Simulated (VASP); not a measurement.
Band structure of GeSe (space group Fm-3m). These are modified Becke-Johnson potential (mBJ), VASP's PBE PAW potentials (set 64) (plane waves; VASP) values and carry that method's errors.

mBJ is a potential without an energy functional, so only the levels count.

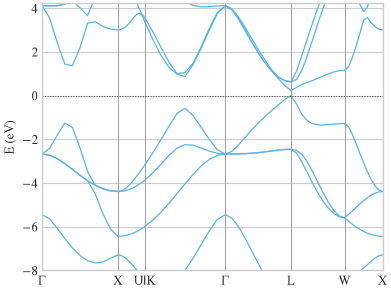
Bands along high-symmetry lines, zero at the valence-band maximum or, without a gap, the Fermi level

Q: Read the plot: is there a gap, and where are the band edges?

A: The gap is direct, 0.22 eV, from the valence maximum at L to the conduction minimum at L.

The structure comes from a computed database's GeSe entry (Fm-3m); how it stands against other phases isn't given here. It was relaxed first. The cell's shape comes from a PBE relaxation.
